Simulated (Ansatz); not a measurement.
# CH3O (SMILES C[O]) at ROCCSDT(Q)/MIDI (sfX2C)

Aim: the vertical electron affinity of CH3O at ROCCSDT(Q)/MIDI (sfX2C), from 2 runs. 

The calculation is run with Ansatz 0.2.0.

3 further runs of the same task are left out: 3 set aside as unsound or not needed.

### Step 1. The system as given

CH3O has 5 atoms, charge 0, and is taken as a doublet. As SMILES, `C[O]`. The coordinates come from a PBE0-D4/def2-TZVP relaxation.

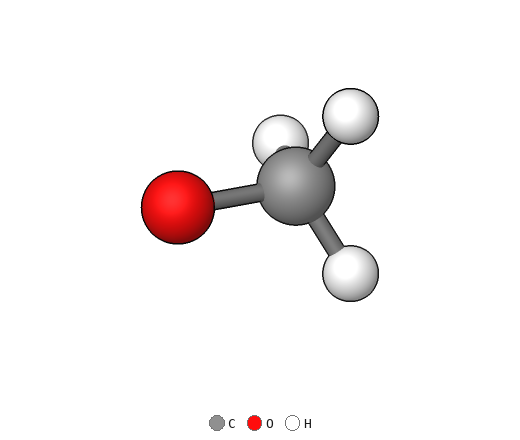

Viewed from a chosen angle; carbon grey, oxygen red, hydrogen white.

### Step 2. Energy and forces at ROCCSDT(Q)/MIDI (sfX2C)

File molecule.yaml:

```yaml
crystal:
  periodic: [false, false, false]
  atoms:
    - {symbol: C, position_ang: [-0.000300, 0.051900, 0.013800]}
    - {symbol: O, position_ang: [0.981100, -0.843300, -0.254000]}
    - {symbol: H, position_ang: [-0.948700, -0.508200, -0.108100]}
    - {symbol: H, position_ang: [-0.041600, 0.884500, -0.703800]}
    - {symbol: H, position_ang: [0.009500, 0.415200, 1.052100]}
basis:
  gaussian:
    orbitals: MIDI.json
magnetization:
  spin_polarized: false
  initial_magnetization: 1
hamiltonian:
  pseudopotentials: {relativity: scalar}
correlation:
  method: ccsdt_q
  electrons: outside_noble_gas
accuracy: high
output: {forces: true, orbitals: {seedname: orbitals}}
```

The basis set MIDI is read from a file made from the Basis Set Exchange's data (not shown).

Launch:

```sh
ansatz run molecule.yaml --threads 1 --pin off --max-ram 2610MiB --events-out events.jsonl --progress --plain --runs-dir runs
```

Standard output, shortened:

```text
Warning: RAYON_NUM_THREADS=1 ignored (pool sized by the plan → 1); use --threads N
Functional definition: HF
  name "HF"
[...]
576 factors; integrals over basis functions are off by at most 6.3e-9 eV
[...]
mean field -3096.50408432 eV, -113.7944262129 hartree, gradient 3.7e-8 eV, S^2 0.750000; 6 other end points of the search recorded, 0 dependent functions left out
[...]
determinant -3096.50408432 eV, -113.7944262129 hartree, with singles and doubles -3101.96158095 eV, -113.9949855150 hartree
determinant -3096.36616208 eV, -113.7893576642 hartree, with singles and doubles -3101.79629808 eV, -113.9889114815 hartree
determinant -3096.50408432 eV, -113.7944262129 hartree, with singles and doubles -3101.96184110 eV, -113.9949950752 hartree
determinant -3096.36616208 eV, -113.7893576642 hartree, with singles and doubles -3101.79647503 eV, -113.9889179841 hartree
2 core orbitals not correlated: weight in the atoms' cores, before any rotation towards them, 1.000 or more for the frozen orbitals, at most 0.000 for the correlated occupied ones
reference -3096.50408432 eV, -113.7944262129 hartree; 7, 6 occupied and 15, 16 virtual orbitals, 576 factors
second order -4.77023999 eV of doubles, -0.02823323 eV of singles
cycle   1  -5.18767213 eV  change   -3.9e-1 eV  update   6.4e-2
[...]
cycle  32  -5.56777223 eV  change  -3.7e-10 eV  update   1.0e-9
perturbative correction -0.00548360 eV, -0.0002015186 hartree
[...]
Total energy: -3102.07734015 eV, -113.9992395869 hartree
Relativity: scalar
Atom 0 at    -0.000300     0.051900     0.013800 Å, force    -1.923234     1.570995     0.479490 eV/Å
Atom 1 at     0.981100    -0.843300    -0.254000 Å, force     2.401249    -2.129953    -0.639096 eV/Å
Atom 2 at    -0.948700    -0.508200    -0.108100 Å, force    -0.402647    -0.139232    -0.026124 eV/Å
Atom 3 at    -0.041600     0.884500    -0.703800 Å, force    -0.043859     0.403007    -0.105610 eV/Å
Atom 4 at     0.009500     0.415200     1.052100 Å, force    -0.031510     0.295182     0.291340 eV/Å
Dipole moment:    -0.337371     0.239127     0.073764 e Å
```

Run time: 2 min. Hardware: 1 thread of AMD EPYC 7R43 (Zen 3), shared host; peak memory 0.9 GiB.

### Step 3. The singlet anion

molecule.yaml, as its differences from that of step 2:

```diff
@@ -11,5 +11,3 @@
     orbitals: MIDI.json
-magnetization:
-  spin_polarized: false
-  initial_magnetization: 1
+total_charge: -1
 hamiltonian:
```

The basis set MIDI is read from a file made from the Basis Set Exchange's data (not shown).

Launch:

```sh
ansatz run molecule.yaml --threads 1 --pin off --max-ram 2610MiB --events-out events.jsonl --progress --plain --runs-dir runs
```

Standard output, shortened:

```text
Warning: RAYON_NUM_THREADS=1 ignored (pool sized by the plan → 1); use --threads N
[... 2 set-up lines as earlier in the session ...]
[...]
577 factors; integrals over basis functions are off by at most 6.3e-9 eV
[...]
mean field -3094.67024320 eV, -113.7270337949 hartree, gradient 2.5e-8 eV, S^2 0.000000; 0 other end points of the search recorded, 0 dependent functions left out
2 core orbitals not correlated: weight in the atoms' cores, before any rotation towards them, 1.000 or more for the frozen orbitals, at most 0.000 for the correlated occupied ones
reference -3094.67024320 eV, -113.7270337949 hartree; 7, 7 occupied and 15, 15 virtual orbitals, 577 factors
second order -5.72193329 eV of doubles, -0.00000000 eV of singles
cycle   1  -5.91286491 eV  change   -1.9e-1 eV  update   8.3e-2
[...]
cycle  25  -6.35468120 eV  change  -8.4e-10 eV  update   1.3e-9
perturbative correction -0.01085324 eV, -0.0003988492 hartree
[...]
Total energy: -3101.03577764 eV, -113.9609628708 hartree
Relativity: scalar
Atom 0 at    -0.000300     0.051900     0.013800 Å, force     1.472112    -3.184858    -0.889924 eV/Å
Atom 1 at     0.981100    -0.843300    -0.254000 Å, force     2.044566    -0.743386    -0.258862 eV/Å
Atom 2 at    -0.948700    -0.508200    -0.108100 Å, force    -2.282951     0.533988     0.208374 eV/Å
Atom 3 at    -0.041600     0.884500    -0.703800 Å, force    -0.642346     1.928587    -0.393860 eV/Å
Atom 4 at     0.009500     0.415200     1.052100 Å, force    -0.591382     1.465670     1.334272 eV/Å
Dipole moment:    -0.283589     0.253048     0.075783 e Å
```

Run time: 27 s. Hardware: 1 thread of AMD EPYC 7R43 (Zen 3), shared host.

### Step 4. Results

At ROCCSDT(Q)/MIDI (sfX2C), 2 core orbitals frozen:

```
                                                            quantity          value
                                          doublet CH3O: total energy  -113.99924 Eh
                    doublet CH3O: dipole moment (correlated density)         2.02 D
           doublet CH3O: correlation energy (2 core orbitals frozen)     -204.8 mEh
                     doublet CH3O: ⟨S²⟩ of the reference determinant          0.750
                                         doublet CH3O: T1 diagnostic          0.018
                              doublet CH3O: largest force on an atom     3.273 eV/Å
                                         singlet anion: total energy  -113.96096 Eh
                  singlet anion: HOMO energy (Hartree–Fock orbitals)       -0.75 eV
                  singlet anion: LUMO energy (Hartree–Fock orbitals)       12.52 eV
singlet anion: HOMO–LUMO gap (to an unbound level, set by the basis)       13.27 eV
          singlet anion: correlation energy (2 core orbitals frozen)     -233.9 mEh
                                        singlet anion: T1 diagnostic          0.018
                             singlet anion: largest force on an atom     3.620 eV/Å
                   vertical electron affinity (to the singlet anion)      -1.042 eV
```

What this shows: The anion lies 1.04 eV (24 kcal/mol) above the neutral: the electron isn't bound at this level, and such a value depends on the basis. Without diffuse functions anions come out too high. The largest force (doublet CH3O) is 3.27 eV/Å: the shape isn't a stationary point for this species at this level. Mulliken charges (doublet CH3O) run from -0.33 on O2 to +0.19 on H3. Mulliken charges (singlet anion) run from -0.83 on O2 to +0.01 on C1; they depend strongly on the basis.
